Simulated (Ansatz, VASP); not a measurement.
## BaLiC: VASP beside Ansatz

One calculation is typed for both programs; each brings its own data sets and cutoff. How far apart do they land? The cell is invented: As first built, before any earlier steps moved the atoms: it takes the BaLiSi structure with some of its atoms replaced by other elements, volume scaled by an estimate. It may not be a known or stable phase. The cell comes out of earlier VASP steps on this material, which relaxed, scaled or displaced it; both programs get it as it stands.

Calculated with Ansatz 0.2.0; plane waves, with VASP 6.6.1 beside it; relaxation of cell and atoms at PBE and zone-centre phonons at PBE.

### Step 1. Starting point

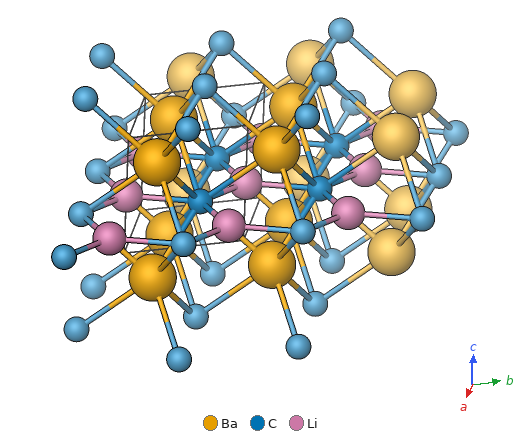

The starting structure, seen slightly off an axis (barium orange, carbon blue, lithium pink). 2×2×1 cells are drawn. Some periodic images of atoms are drawn too.

As a file:

```xyz
3
Lattice="4.1749 0.0000 0.0000 -2.0874 3.6156 0.0000 0.0000 0.0000 3.9557" Properties=species:S:1:pos:R:3 pbc="T T T"
Ba    2.0874    1.2052    0.0000
C     0.0000    2.4104    1.9779
Li    0.0000    0.0000    1.9779
```

### Step 2. VASP: relaxation of cell and atoms, PBE

The relaxed volume is the usual yardstick between codes: its relative difference is about their pressure difference at one cell divided by the bulk modulus.

Lines of VASP's logs that name or quote its potential files are left out, and so is its time.

Contents of INCAR:

```
SYSTEM = BaLiC
PREC = Accurate
ENCUT = 480
EDIFF = 1E-08
NELM = 120
ISMEAR = 1
SIGMA = 0.2
LREAL = .FALSE.
ALGO = Fast
GGA = PE
NBANDS = 13
LORBIT = 11
LWAVE = .FALSE.
LCHARG = .FALSE.
KPAR = 4
IBRION = 1
NSW = 30
ISIF = 3
EDIFFG = -0.002
POTIM = 0.4
```

Contents of POSCAR:

```
BaLiC
1.0
    4.1748862011      0.0000000000      0.0000000000
   -2.0874431005      3.6155575648      0.0000000000
    0.0000000000      0.0000000000      3.9557314243
Ba C Li
1 1 1
Direct
    0.6666666700      0.3333333300      0.0000000000
    0.3333333300      0.6666666700      0.5000000000
    0.0000000000      0.0000000000      0.5000000000
```

Contents of KPOINTS:

```
Automatic mesh
0
Gamma
9 9 8
0 0 0
```

PAW data sets: Ba_sv, C and Li (PBE family, release 64).

The run is started by

```sh
mpirun -np 4 vasp_std
```

Numbers of over 12 decimals in the logs are rounded to 6 here.

Output:

```text
[banner, memory and clock lines left out]
running    4 mpi-ranks, on    1 nodes
 distrk:  each k-point on    1 cores,    4 groups
 distr:  one band on    1 cores,    1 groups

 POSCAR found type information on POSCAR BaC Li
 POSCAR found :  3 types and       3 ions
 LDA part: xc-table for (Slater+PW92), standard interpolation
 POSCAR, INCAR and KPOINTS ok, starting setup
 FFT: planning ... GRIDC
 FFT: planning ... GRID_SOFT
 FFT: planning ... GRID
 WAVECAR not read
 entering main loop
       N       E                     dE             d eps       ncg     rms          rms(c)
DAV:   1     0.694579023261E+02    0.69458E+02   -0.60027E+03  1560   0.889E+02
DAV:   2    -0.740473627697E+01   -0.76863E+02   -0.71572E+02  2085   0.175E+02
DAV:   3    -0.118407236043E+02   -0.44360E+01   -0.43824E+01  2103   0.449E+01
DAV:   4    -0.119771476460E+02   -0.13642E+00   -0.13628E+00  2126   0.616E+00
DAV:   5    -0.119781957372E+02   -0.10481E-02   -0.10480E-02  2098   0.589E-01    0.650E+00
RMM:   6    -0.105898492502E+02    0.13883E+01   -0.33692E+00  1560   0.692E+00    0.335E+00
RMM:   7    -0.105480736004E+02    0.41776E-01   -0.28886E-01  1669   0.267E+00    0.195E+00
RMM:   8    -0.105356208325E+02    0.12453E-01   -0.11243E-01  1672   0.203E+00    0.376E-01
RMM:   9    -0.105351381025E+02    0.48273E-03   -0.35475E-02  1798   0.785E-01    0.162E-01
RMM:  10    -0.105355775434E+02   -0.43944E-03   -0.45801E-03  1914   0.310E-01    0.922E-02
RMM:  11    -0.105357036090E+02   -0.12607E-03   -0.12154E-03  1831   0.177E-01    0.366E-02
RMM:  12    -0.105357328838E+02   -0.29275E-04   -0.32519E-04  2044   0.760E-02    0.112E-02
RMM:  13    -0.105357417652E+02   -0.88814E-05   -0.87902E-05  2113   0.430E-02    0.658E-03
RMM:  14    -0.105357445649E+02   -0.27997E-05   -0.31074E-05  2145   0.211E-02    0.269E-03
RMM:  15    -0.105357457691E+02   -0.12041E-05   -0.94987E-06  2174   0.123E-02    0.282E-03
RMM:  16    -0.105357462132E+02   -0.44418E-06   -0.37353E-06  2112   0.832E-03    0.969E-04
RMM:  17    -0.105357464720E+02   -0.25880E-06   -0.11946E-06  2014   0.407E-03    0.432E-04
 num prob  num prob  num prob  num prob  num prob RMM:  18    -0.105357465180E+02   -0.45915E-07   -0.43361E-07  1772   0.225E-03    0.402E-04
RMM:  19    -0.105357465958E+02   -0.77849E-07   -0.17316E-07  1661   0.207E-03    0.266E-04
 num prob  num prob  num prob RMM:  20    -0.105357465445E+02    0.51280E-07   -0.64360E-08  1316   0.109E-03    0.142E-04
 num prob  num prob  num prob  num prob RMM:  21    -0.105357465603E+02   -0.15764E-07   -0.23259E-08  1142   0.560E-04    0.303E-05
 num prob  num prob  num prob  num prob RMM:  22    -0.105357465625E+02   -0.21969E-08   -0.80941E-09   941   0.355E-04
   1 F= -.10535747E+02 E0= -.10530736E+02  d E =-.105357E+02
[... from here on, the cycles between the ionic steps are left out ...]
   2 F= -.10538415E+02 E0= -.10532712E+02  d E =-.266868E-02
   8 F= -.10571914E+02 E0= -.10565996E+02  d E =-.893018E-01
[...]
WARNING in EDDRMM: call to ZHEGV failed, returncode =   6  3      7
[...]
WARNING in EDDRMM: call to ZHEGV failed, returncode =   8  4      8
[...]
WARNING in EDDRMM: call to ZHEGV failed, returncode =   6  3      6
   9 F= -.10153623E+02 E0= -.10154021E+02  d E =0.418291E+00
[...]
WARNING in EDDRMM: call to ZHEGV failed, returncode =   8  4      7
[...]
num prob WARNING in EDDRMM: call to ZHEGV failed, returncode =   8  4      7
  10 F= -.10596167E+02 E0= -.10593257E+02  d E =-.442545E+00
[...]
WARNING in EDDRMM: call to ZHEGV failed, returncode =   8  4      6
  11 F= -.10608426E+02 E0= -.10607465E+02  d E =-.122585E-01
  12 F= -.10610878E+02 E0= -.10611161E+02  d E =-.245235E-02
  13 F= -.10611458E+02 E0= -.10611429E+02  d E =-.579669E-03
 BRION: g(F)=  0.146E-43 g(S)=  0.293E-05 retain N=  1 mean eig= 3.31
 eig:   3.309
 bond charge predicted
       N       E                     dE             d eps       ncg     rms          rms(c)
DAV:   1    -0.106114784780E+02   -0.20691E-04   -0.14052E-03  1870   0.261E-01    0.183E-02
RMM:   2    -0.106114672607E+02    0.11217E-04   -0.19815E-05  1573   0.292E-02    0.106E-02
RMM:   3    -0.106114629669E+02    0.42938E-05   -0.62140E-06  1590   0.165E-02    0.368E-03
RMM:   4    -0.106114626115E+02    0.35541E-06   -0.20682E-06  1663   0.950E-03    0.109E-03
RMM:   5    -0.106114626210E+02   -0.95089E-08   -0.27066E-07  1796   0.284E-03    0.623E-04
 num prob RMM:   6    -0.106114626177E+02    0.32990E-08   -0.52518E-08  1420   0.120E-03
  14 F= -.10611463E+02 E0= -.10611463E+02  d E =-.482504E-05
 BRION: g(F)=  0.126E-43 g(S)=  0.408E-07 retain N=  1 mean eig= 3.31
 eig:   3.311
 reached required accuracy - stopping structural energy minimisation
```

From OUTCAR (step 2):

```text
ion  position               nearest neighbor table
   1  0.667  0.333  0.000-   3 3.12   3 3.12   2 3.12   2 3.12   2 3.12   2 3.12   3 3.12   3 3.12
                             3 3.12   3 3.12   2 3.12   2 3.12
   2  0.333  0.667  0.500-   3 2.41   3 2.41   3 2.41   1 3.12   1 3.12   1 3.12   1 3.12   1 3.12
                             1 3.12
   3  0.000  0.000  0.500-   2 2.41   2 2.41   2 2.41   1 3.12   1 3.12   1 3.12   1 3.12   1 3.12
                             1 3.12

  LATTYP: Found a hexagonal cell.
 ALAT       =     4.1748862011
 C/A-ratio  =     0.9475064071

 Subroutine GETGRP returns: Found 12 space group operations
 (whereof 12 operations were pure point group operations)

The static configuration has the point symmetry D_3h.

 Found     60 irreducible k-points:

   k-points           NKPTS =     60   k-points in BZ     NKDIM =     60   number of bands    NBANDS=     13

   dimension x,y,z NGX =    30 NGY =   30 NGZ =   28
   dimension x,y,z NGXF=    60 NGYF=   60 NGZF=   56

   ENCUT  =  480.0 eV  35.28 Ry    5.94 a.u.   7.46  7.46  7.07*2*pi/ulx,y,z

   NELECT =      15.0000    total number of electrons

 k-points in reciprocal lattice and weights: Automatic mesh
   0.00000000  0.00000000  0.00000000       0.002
   0.11111111  0.00000000  0.00000000       0.009
   0.22222222  0.00000000  0.00000000       0.009
   0.33333333  0.00000000  0.00000000       0.009
   0.44444444  0.00000000  0.00000000       0.009
   0.11111111  0.11111111  0.00000000       0.009
   0.22222222  0.11111111  0.00000000       0.019
   0.33333333  0.11111111  0.00000000       0.019
   0.44444444  0.11111111  0.00000000       0.009
[...]
0.33333333  0.22222222  0.50000000       0.019
   0.33333333  0.33333333  0.50000000       0.003

 average (electrostatic) potential at core
       1 -36.7814       2 -51.2567       3 -27.0751

 E-fermi :   2.5564

 k-point     1 :       0.0000    0.0000    0.0000
  band No.  band energies     occupation
      1     -24.7625      2.00000
      2      -9.8349      2.00000
      3      -9.5812      2.00000
      4      -9.5812      2.00000
      5      -5.7622      2.00000
      6       2.6933      0.09149
      7       2.6933      0.09149
      8       3.0445     -0.00301
      9       3.1154     -0.00056
     10       5.9520     -0.00000
    ...

 k-point     2 :       0.1111    0.0000    0.0000
  band No.  band energies     occupation
    ...
      2      -9.8095      2.00000
      3      -9.7484      2.00000
      4      -9.6134      2.00000
      5      -5.6583      2.00000
      6       2.3206      2.07023
      7       2.7280     -0.00686
      8       2.9632     -0.01431
      9       3.3738     -0.00000
     10       6.2382     -0.00000
     11       6.6535      0.00000
    ...

 k-point     3 :       0.2222    0.0000    0.0000
  band No.  band energies     occupation
    ...
      3      -9.7440      2.00000
      4      -9.6932      2.00000
      5      -5.4237      2.00000
      6       1.6896      2.00000
      7       2.6104      0.56120
      8       2.7781     -0.06606
      9       3.9000     -0.00000
     10       6.0893     -0.00000
     11       7.1410      0.00000
     12       7.5728      0.00000
    ...

  Total        0.0009690      0.0009690      0.0011378      0.0000000     -0.0000000      0.0000000
  in kB        0.0261871      0.0261871      0.0307496      0.0000000     -0.0000000      0.0000000
  external PRESSURE =       0.0277079 kB  Pullay stress =       0.0000000 kB

  energy-cutoff  :      480.00
  volume of cell :       59.28
      direct lattice vectors                 reciprocal lattice vectors
     3.956680555 -0.000000000 -0.000000000     0.252737108  0.145917835 -0.000000000
    -1.978340277  3.426585922  0.000000000     0.000000000  0.291835670 -0.000000000
     0.000000000  0.000000000  4.372531355     0.000000000 -0.000000000  0.228700475

 POSITION                                       TOTAL-FORCE (eV/Angst)
 -----------------------------------------------------------------------------------
      1.97834      1.14220      0.00000        -0.000000     -0.000000     -0.000000
     -0.00000      2.28439      2.18627        -0.000000      0.000000      0.000000
      0.00000      0.00000      2.18627         0.000000     -0.000000      0.000000
 -----------------------------------------------------------------------------------
    total drift:                               -0.000005      0.000003     -0.000000

  FREE ENERGIE OF THE ION-ELECTRON SYSTEM (eV)
  ---------------------------------------------------
  free  energy   TOTEN  =       -10.6114626177 eV

  energy  without entropy=      -10.6114645629  energy(sigma->0) =      -10.61146327

 reached required accuracy - stopping structural energy minimisation

 total charge
# of ion       s       p       d       tot
------------------------------------------
    1        2.038   5.562   0.420   8.021
    2        0.904   1.240   0.000   2.144
    3        0.145   0.187   0.000   0.332
--------------------------------------------------
tot          3.088   6.989   0.420  10.497

[... 3 further parts left out ...]
```

CONTCAR:

```
BaLiC
   1.00000000000000
     3.9566805545703936   -0.0000000000031656   -0.0000000000000000
    -1.9783402772405609    3.4265859224702577    0.0000000000000000
     0.0000000000000000    0.0000000000000000    4.3725313551169052
  Ba              C               Li
     1     1     1
Direct
     0.6666666699999979    0.3333333300000021    0.0000000000000000
     0.3333333300000021    0.6666666699999979    0.5000000000000000
     0.0000000000000000    0.0000000000000000    0.5000000000000000
```

[end of part 1 of 2]

[Lines on the potential files, build, host, timing and source positions are cut from VASP's logs without a mark.]

[Logs are printed without paths, hosts, clocks, repeated set-up lines and the standing remarks that a program may print on its own settings, such as how far it seeks lower states.]

[Hosts, paths, dates, database ids (printed as entryN), source tags and the programs' standing remarks are cut or masked in the printed files.]
